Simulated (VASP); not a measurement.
Band structure of Sc (hcp). Calculation: PBE GGA with D4 dispersion, VASP's PBE PAW potentials (set 64) (plane waves; VASP 6.6.1).

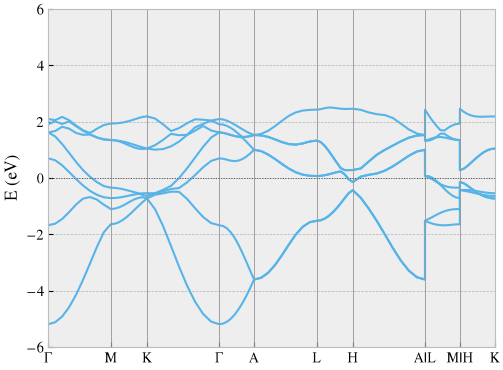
Figure. Bands along high-symmetry lines, zero at the valence-band maximum or, without a gap, the Fermi level

**Question.** Read the plot: is there a gap, and where are the band edges?

**Answer.** It has no gap at this level: it comes out as a metal or semimetal. (Edges off the drawn lines would not show.)

The compound is Sc in the hcp structure. It was relaxed first.
